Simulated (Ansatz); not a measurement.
## Nudged elastic band of ZrH3ClO3F (part 1 of 2)

- system: ZrH3ClO3F, multiplicity 2
- method: UKS PBE/def2-SVP (Ansatz 0.2.0)

The run did not end well. It belongs to a series of runs on one base structure; here: band between the two ends.

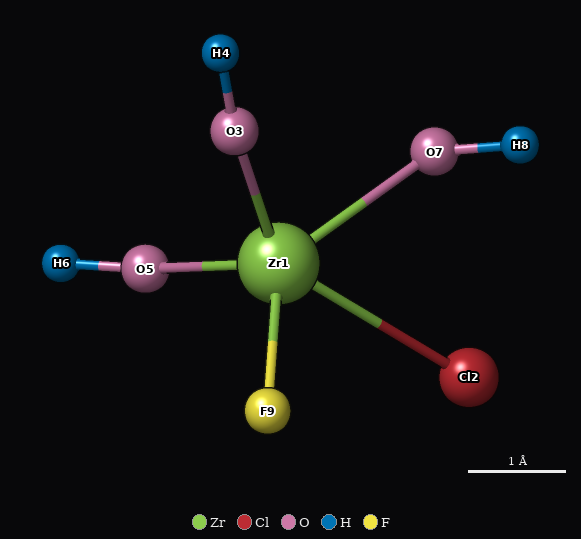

Fig. 1: The starting structure (ball-and-stick view, seen at a tilt; atoms are numbered from 1 in the order of the input). Sticks mark near contacts. Bond lengths as drawn: Cl–Zr 2.63 Å, F–Zr 1.93 Å, H–O 0.97 to 0.98 Å and O–Zr 1.92 to 2.14 Å.

**Input file**
```yaml
crystal:
  periodic: [false, false, false]
  atoms:
    - { symbol: Zr, position_ang: [-0.044501, 0.037346, 0.735382] }
    - { symbol: Cl, position_ang: [-2.059674, -1.173848, 1.915014] }
    - { symbol: O, position_ang: [1.603953, -0.228801, -0.232367] }
    - { symbol: H, position_ang: [2.312444, -0.452317, -0.851506] }
    - { symbol: O, position_ang: [-0.897672, 1.599315, 0.015293] }
    - { symbol: H, position_ang: [-1.000193, 2.475565, -0.380915] }
    - { symbol: O, position_ang: [-0.910625, -1.694747, -0.165194] }
    - { symbol: H, position_ang: [-0.778052, -2.621321, 0.120869] }
    - { symbol: F, position_ang: [0.68232, 0.410307, 2.480925] }
magnetization:
  spin_polarized: true
  initial_magnetization: 1
basis:
  gaussian: { orbitals: def2-SVP }
hamiltonian:
  xc: pbe
neb:
  order_check: false
  images: 5
  f_tol: 0.05
  max_iterations: 60
  final_atoms:
    - { symbol: Zr, position_ang: [-0.34159006, -0.12164428, 0.72924772] }
    - { symbol: Cl, position_ang: [1.79710992, 0.88987077, 1.88919701] }
    - { symbol: O, position_ang: [1.57625005, -0.38847563, -0.16835663] }
    - { symbol: H, position_ang: [2.27103646, -1.011541, 0.12728466] }
    - { symbol: O, position_ang: [-1.16983131, 1.4591159, 0.01957263] }
    - { symbol: H, position_ang: [-1.83702151, 2.03967567, -0.3724455] }
    - { symbol: O, position_ang: [-1.05171175, -1.63382822, -0.23521224] }
    - { symbol: H, position_ang: [-1.29541998, -2.35572412, -0.83031797] }
    - { symbol: F, position_ang: [-1.04082183, -0.52595009, 2.47853131] }
  initial_path:
    images:
      - { positions_ang: [[-0.044501, 0.037346, 0.735382], [-2.059674, -1.173848, 1.915014], [1.603953, -0.228801, -0.232367], [2.312444, -0.452317, -0.851506], [-0.897672, 1.599315, 0.015293], [-1.000193, 2.475565, -0.380915], [-0.910625, -1.694747, -0.165194], [-0.778052, -2.621321, 0.120869], [0.68232, 0.410307, 2.480925]] }
      - { positions_ang: [[-0.0191485, 0.03927889, 0.5015849], [-1.42748557, -0.87738651, 2.20256006], [1.74490851, -0.12868625, -0.3272346], [2.31913534, -0.59098739, -0.8094461], [-0.8852379, 1.67548281, -0.16050785], [-1.26825407, 2.20077471, -0.52884752], [-0.91523712, -1.63830178, -0.41581297], [-0.99902536, -2.43643023, 0.00107612], [0.35834468, 0.10775476, 3.17412897]] }
      - { positions_ang: [[0.006204, 0.04121178, 0.2677878], [-0.79529715, -0.58092502, 2.49010612], [1.88586402, -0.02857151, -0.4221022], [2.32582669, -0.72965778, -0.7673862], [-0.8728038, 1.75165062, -0.33630871], [-1.53631514, 1.92598442, -0.67678004], [-0.91984925, -1.58185657, -0.66643194], [-1.21999872, -2.25153945, -0.11871676], [0.03436935, -0.19479749, 3.86733293]] }
      - { positions_ang: [[0.0315565, 0.04314467, 0.0339907], [-0.16310872, -0.28446354, 2.77765218], [2.02681953, 0.07154324, -0.51696979], [2.33251803, -0.86832817, -0.7253263], [-0.8603697, 1.82781844, -0.51210956], [-1.80437622, 1.65119412, -0.82471256], [-0.92446137, -1.52541135, -0.91705092], [-1.44097208, -2.06664868, -0.23850965], [-0.28960597, -0.49734973, 4.5605369]] }
      - { positions_ang: [[-0.09282569, -0.01178498, 0.26574304], [0.49029749, 0.10698123, 2.48150046], [1.8766297, -0.08179638, -0.40076541], [2.31202417, -0.91606578, -0.44112264], [-0.96352357, 1.70491759, -0.33488216], [-1.81525798, 1.78068797, -0.67395687], [-0.96687816, -1.56155031, -0.68977136], [-1.39245472, -2.16300716, -0.43577909], [-0.54001126, -0.50688319, 3.86653504]] }
      - { positions_ang: [[-0.21720787, -0.06671463, 0.49749538], [1.14370371, 0.498426, 2.18534873], [1.72643988, -0.235136, -0.28456102], [2.29153032, -0.96380339, -0.15691899], [-1.06667744, 1.58201674, -0.15765477], [-1.82613974, 1.91018182, -0.52320119], [-1.00929496, -1.59768927, -0.4624918], [-1.34393735, -2.25936564, -0.63304853], [-0.79041654, -0.51641664, 3.17253317]] }
      - { positions_ang: [[-0.34159006, -0.12164428, 0.72924772], [1.79710992, 0.88987077, 1.88919701], [1.57625005, -0.38847563, -0.16835663], [2.27103646, -1.011541, 0.12728466], [-1.16983131, 1.4591159, 0.01957263], [-1.83702151, 2.03967567, -0.3724455], [-1.05171175, -1.63382822, -0.23521224], [-1.29541998, -2.35572412, -0.83031797], [-1.04082183, -0.52595009, 2.47853131]] }
```

Machine: 4 threads of AMD EPYC (Zen 3), 32 GiB of memory available, shared host.

Launch command:
```bash
ansatz run input.yaml --threads 4 --pin off --max-ram 5120MiB --backend cpu --events-out ev --progress --plain --runs-dir out
```

**The program's output**
```
Engine: ansatz 0.2.0, x86_64-unknown-linux-gnu
Functional definition: PBE
  parameter kappa = 0.804
  parameter beta = 0.06672455060314922
  exchange = pbe_x(kappa = kappa, mu = beta*pi^2/3)
  correlation = pbe_c(beta = beta)
1224 factors; their error is unknown
mean field evaluation 1: about -22671.7051 eV, gradient 7.5e1 eV
mean field evaluation 2: about -22400.6859 eV, gradient 2.4e2 eV
mean field evaluation 4: about -22684.6542 eV, gradient 4.5e1 eV
mean field evaluation 8: about -22692.1771 eV, gradient 3.4e0 eV
mean field evaluation 16: about -22692.1810 eV, gradient 6.4e-3 eV
mean field evaluation 32: about -22689.9365 eV, gradient 5.4e0 eV
mean field -22692.18097352 eV, -833.9222694640 hartree, gradient 5.7e-5 eV, S^2 0.752638; 4 other end points of the search recorded, 0 dependent functions left out
the calculation of the forces begins
reference -22692.18106105 eV, -833.9222726809 hartree; 33, 32 occupied and 87, 88 virtual orbitals, 1224 factors
1224 factors; their error is unknown
mean field evaluation 64: about -22689.8037 eV, gradient 5.2e0 eV
mean field -22692.18086005 eV, -833.9222652942 hartree, gradient 5.6e-5 eV, S^2 0.752636; 4 other end points of the search recorded, 0 dependent functions left out
[... from here on the field's lines of each further geometry are left out, up to the last ...]
NEB iter   1: max|band force component| = 2.077e1 eV/Å  barrier→ = 6.0847 eV  barrier← = 6.0846 eV  Δτ_max = 0.2000 Å  (537 SCF iters)
NEB iter   2: max|band force component| = 4.434e0 eV/Å  barrier→ = 3.2443 eV  barrier← = 3.2442 eV  Δτ_max = 0.2000 Å  (199 SCF iters)
NEB iter   3: max|band force component| = 2.626e0 eV/Å  barrier→ = 2.6918 eV  barrier← = 2.6917 eV  Δτ_max = 0.2000 Å  (199 SCF iters)
NEB iter   4: max|band force component| = 9.236e-1 eV/Å  barrier→ = 2.4023 eV  barrier← = 2.4022 eV  Δτ_max = 0.1995 Å  (204 SCF iters)
NEB iter   5: max|band force component| = 6.240e-1 eV/Å  barrier→ = 2.3552 eV  barrier← = 2.3551 eV  Δτ_max = 0.2000 Å  (201 SCF iters)
NEB iter   6: max|band force component| = 5.742e-1 eV/Å  barrier→ = 2.3197 eV  barrier← = 2.3196 eV  Δτ_max = 0.1679 Å  (203 SCF iters)
NEB iter   7: max|band force component| = 5.526e-1 eV/Å  barrier→ = 2.2805 eV  barrier← = 2.2804 eV  Δτ_max = 0.2000 Å  (212 SCF iters)
NEB iter   8: max|band force component| = 2.959e-1 eV/Å  barrier→ = 2.2243 eV  barrier← = 2.2242 eV  CI = image 3  Δτ_max = 0.2000 Å  (203 SCF iters)
NEB iter   9: max|band force component| = 2.721e-1 eV/Å  barrier→ = 2.1660 eV  barrier← = 2.1659 eV  CI = image 3  Δτ_max = 0.2000 Å  (204 SCF iters)
NEB iter  10: max|band force component| = 2.542e-1 eV/Å  barrier→ = 2.1180 eV  barrier← = 2.1179 eV  CI = image 3  Δτ_max = 0.2000 Å  (196 SCF iters)
NEB iter  11: max|band force component| = 2.312e-1 eV/Å  barrier→ = 2.0728 eV  barrier← = 2.0727 eV  CI = image 3  Δτ_max = 0.2000 Å  (201 SCF iters)
NEB iter  12: max|band force component| = 4.470e-1 eV/Å  barrier→ = 2.0281 eV  barrier← = 2.0280 eV  CI = image 3  Δτ_max = 0.2000 Å  (205 SCF iters)
NEB iter  13: max|band force component| = 9.178e-1 eV/Å  barrier→ = 1.9791 eV  barrier← = 1.9790 eV  CI = image 3  Δτ_max = 0.2000 Å  (211 SCF iters)
NEB iter  14: max|band force component| = 1.254e0 eV/Å  barrier→ = 1.9223 eV  barrier← = 1.9222 eV  CI = image 3  Δτ_max = 0.2000 Å  (209 SCF iters)
NEB iter  15: max|band force component| = 1.336e0 eV/Å  barrier→ = 1.8601 eV  barrier← = 1.8600 eV  CI = image 3  Δτ_max = 0.2000 Å  (228 SCF iters)
NEB iter  16: max|band force component| = 9.187e-1 eV/Å  barrier→ = 1.8169 eV  barrier← = 1.8168 eV  CI = image 3  Δτ_max = 0.2000 Å  (237 SCF iters)
NEB iter  17: max|band force component| = 6.436e-1 eV/Å  barrier→ = 1.7389 eV  barrier← = 1.7388 eV  CI = image 3  Δτ_max = 0.2000 Å  (243 SCF iters)
NEB iter  18: max|band force component| = 1.481e0 eV/Å  barrier→ = 1.5820 eV  barrier← = 1.5819 eV  CI = image 3  Δτ_max = 0.1018 Å  (233 SCF iters)
NEB iter  19: max|band force component| = 9.937e-1 eV/Å  barrier→ = 1.5183 eV  barrier← = 1.5182 eV  CI = image 3  Δτ_max = 0.2000 Å  (217 SCF iters)
NEB iter  20: max|band force component| = 1.180e0 eV/Å  barrier→ = 1.3409 eV  barrier← = 1.3407 eV  CI = image 3  Δτ_max = 0.2000 Å  (204 SCF iters)
NEB iter  21: max|band force component| = 1.294e0 eV/Å  barrier→ = 1.0660 eV  barrier← = 1.0659 eV  CI = image 3  Δτ_max = 0.2000 Å  (215 SCF iters)
NEB iter  22: max|band force component| = 8.792e-1 eV/Å  barrier→ = 0.7066 eV  barrier← = 0.7065 eV  CI = image 3  Δτ_max = 0.2000 Å  (198 SCF iters)
NEB iter  23: max|band force component| = 1.222e0 eV/Å  barrier→ = 0.5989 eV  barrier← = 0.5988 eV  CI = image 3  Δτ_max = 0.0999 Å  (228 SCF iters)
NEB iter  24: max|band force component| = 6.312e-1 eV/Å  barrier→ = 0.5117 eV  barrier← = 0.5115 eV  CI = image 3  Δτ_max = 0.2000 Å  (214 SCF iters)
NEB iter  25: max|band force component| = 1.339e0 eV/Å  barrier→ = 0.4970 eV  barrier← = 0.4969 eV  CI = image 3  Δτ_max = 0.1002 Å  (207 SCF iters)
NEB iter  26: max|band force component| = 2.975e-1 eV/Å  barrier→ = 0.4927 eV  barrier← = 0.4926 eV  CI = image 3  Δτ_max = 0.1982 Å  (196 SCF iters)
NEB iter  27: max|band force component| = 2.990e0 eV/Å  barrier→ = 0.4855 eV  barrier← = 0.4854 eV  CI = image 2  Δτ_max = 0.0997 Å  (212 SCF iters)
NEB iter  28: max|band force component| = 5.497e-1 eV/Å  barrier→ = 0.5092 eV  barrier← = 0.5091 eV  CI = image 3  Δτ_max = 0.1761 Å  (204 SCF iters)
NEB iter  29: max|band force component| = 2.892e0 eV/Å  barrier→ = 0.4795 eV  barrier← = 0.4794 eV  CI = image 2  Δτ_max = 0.1929 Å  (206 SCF iters)
NEB iter  30: max|band force component| = 1.333e0 eV/Å  barrier→ = 0.5850 eV  barrier← = 0.5849 eV  CI = image 3  Δτ_max = 0.2000 Å  (220 SCF iters)
NEB iter  31: max|band force component| = 3.663e-1 eV/Å  barrier→ = 0.4820 eV  barrier← = 0.4818 eV  CI = image 3  Δτ_max = 0.1308 Å  (231 SCF iters)
NEB iter  32: max|band force component| = 2.845e0 eV/Å  barrier→ = 0.4781 eV  barrier← = 0.4779 eV  CI = image 5  Δτ_max = 0.1736 Å  (213 SCF iters)
NEB iter  33: max|band force component| = 3.249e-1 eV/Å  barrier→ = 0.4867 eV  barrier← = 0.4866 eV  CI = image 3  Δτ_max = 0.1996 Å  (210 SCF iters)
NEB iter  34: max|band force component| = 3.104e0 eV/Å  barrier→ = 0.4789 eV  barrier← = 0.4788 eV  CI = image 5  Δτ_max = 0.1875 Å  (215 SCF iters)
NEB iter  35: max|band force component| = 1.317e0 eV/Å  barrier→ = 0.5001 eV  barrier← = 0.4999 eV  CI = image 3  Δτ_max = 0.1982 Å  (216 SCF iters)
NEB iter  36: max|band force component| = 2.742e0 eV/Å  barrier→ = 0.4816 eV  barrier← = 0.4815 eV  CI = image 5  Δτ_max = 0.1902 Å  (208 SCF iters)
NEB iter  37: max|band force component| = 6.003e-1 eV/Å  barrier→ = 0.5041 eV  barrier← = 0.5039 eV  CI = image 3  Δτ_max = 0.1744 Å  (218 SCF iters)
NEB iter  38: max|band force component| = 2.856e0 eV/Å  barrier→ = 0.4764 eV  barrier← = 0.4763 eV  CI = image 5  Δτ_max = 0.1985 Å  (232 SCF iters)
NEB iter  39: max|band force component| = 2.497e0 eV/Å  barrier→ = 0.4804 eV  barrier← = 0.4803 eV  CI = image 2  Δτ_max = 0.1778 Å  (216 SCF iters)
NEB iter  40: max|band force component| = 1.846e0 eV/Å  barrier→ = 0.4808 eV  barrier← = 0.4807 eV  CI = image 2  Δτ_max = 0.1683 Å  (202 SCF iters)
NEB iter  41: max|band force component| = 1.395e0 eV/Å  barrier→ = 0.4803 eV  barrier← = 0.4802 eV  CI = image 2  Δτ_max = 0.1294 Å  (207 SCF iters)
NEB iter  42: max|band force component| = 1.382e0 eV/Å  barrier→ = 0.4830 eV  barrier← = 0.4829 eV  CI = image 2  Δτ_max = 0.1404 Å  (209 SCF iters)
NEB iter  43: max|band force component| = 1.053e0 eV/Å  barrier→ = 0.4836 eV  barrier← = 0.4834 eV  CI = image 2  Δτ_max = 0.1953 Å  (196 SCF iters)
NEB iter  44: max|band force component| = 2.518e-1 eV/Å  barrier→ = 0.4821 eV  barrier← = 0.4820 eV  CI = image 2  Δτ_max = 0.1961 Å  (211 SCF iters)
NEB iter  45: max|band force component| = 4.876e-1 eV/Å  barrier→ = 0.4817 eV  barrier← = 0.4816 eV  CI = image 2  Δτ_max = 0.0996 Å  (191 SCF iters)
NEB iter  46: max|band force component| = 2.467e-1 eV/Å  barrier→ = 0.4820 eV  barrier← = 0.4819 eV  CI = image 2  Δτ_max = 0.2000 Å  (189 SCF iters)
NEB iter  47: max|band force component| = 5.899e-1 eV/Å  barrier→ = 0.4899 eV  barrier← = 0.4898 eV  CI = image 2  Δτ_max = 0.1002 Å  (204 SCF iters)
NEB iter  48: max|band force component| = 2.102e-1 eV/Å  barrier→ = 0.4861 eV  barrier← = 0.4860 eV  CI = image 2  Δτ_max = 0.1674 Å  (201 SCF iters)
NEB iter  49: max|band force component| = 2.031e-1 eV/Å  barrier→ = 0.4837 eV  barrier← = 0.4836 eV  CI = image 2  Δτ_max = 0.0722 Å  (200 SCF iters)
NEB iter  50: max|band force component| = 1.583e-1 eV/Å  barrier→ = 0.4753 eV  barrier← = 0.4752 eV  CI = image 2  Δτ_max = 0.2000 Å  (193 SCF iters)
NEB iter  51: max|band force component| = 2.933e-1 eV/Å  barrier→ = 0.4675 eV  barrier← = 0.4674 eV  CI = image 2  Δτ_max = 0.0985 Å  (203 SCF iters)
NEB iter  52: max|band force component| = 8.959e-1 eV/Å  barrier→ = 0.4653 eV  barrier← = 0.4652 eV  CI = image 5  Δτ_max = 0.1994 Å  (197 SCF iters)
NEB iter  53: max|band force component| = 5.048e-1 eV/Å  barrier→ = 0.4826 eV  barrier← = 0.4825 eV  CI = image 2  Δτ_max = 0.1923 Å  (214 SCF iters)
NEB iter  54: max|band force component| = 7.007e-1 eV/Å  barrier→ = 0.4659 eV  barrier← = 0.4658 eV  CI = image 5  Δτ_max = 0.2000 Å  (232 SCF iters)
NEB iter  55: max|band force component| = 5.641e-1 eV/Å  barrier→ = 0.4804 eV  barrier← = 0.4803 eV  CI = image 5  Δτ_max = 0.2000 Å  (237 SCF iters)
NEB iter  56: max|band force component| = 7.218e-1 eV/Å  barrier→ = 0.4807 eV  barrier← = 0.4806 eV  CI = image 5  Δτ_max = 0.1005 Å  (212 SCF iters)
NEB iter  57: max|band force component| = 6.015e-1 eV/Å  barrier→ = 0.4817 eV  barrier← = 0.4816 eV  CI = image 5  Δτ_max = 0.2000 Å  (210 SCF iters)
NEB iter  58: max|band force component| = 4.488e-1 eV/Å  barrier→ = 0.4838 eV  barrier← = 0.4837 eV  CI = image 5  Δτ_max = 0.1219 Å  (196 SCF iters)
NEB iter  59: max|band force component| = 3.040e-1 eV/Å  barrier→ = 0.4869 eV  barrier← = 0.4868 eV  CI = image 5  Δτ_max = 0.2000 Å  (182 SCF iters)
the calculation of the forces begins
reference -22692.16953462 eV, -833.9218490922 hartree; 33, 32 occupied and 87, 88 virtual orbitals, 1224 factors
these checks for a lower state are left out or cut short: starts, cluster_reference, orbital_swaps, neighbouring_geometries, increment
1224 factors; their error is unknown
mean field evaluation 2656: about -22691.6928 eV, gradient 6.5e-2 eV
mean field -22691.69297967 eV, -833.9043360210 hartree, gradient 2.3e-5 eV, S^2 0.751853; 0 other end points of the search recorded, 0 dependent functions left out
the calculation of the forces begins
reference -22691.69306741 eV, -833.9043392455 hartree; 33, 32 occupied and 87, 88 virtual orbitals, 1224 factors
NEB iter  60: max|band force component| = 3.671e-1 eV/Å  barrier→ = 0.4880 eV  barrier← = 0.4879 eV  CI = image 5  Δτ_max = 0.1004 Å  (188 SCF iters)
```
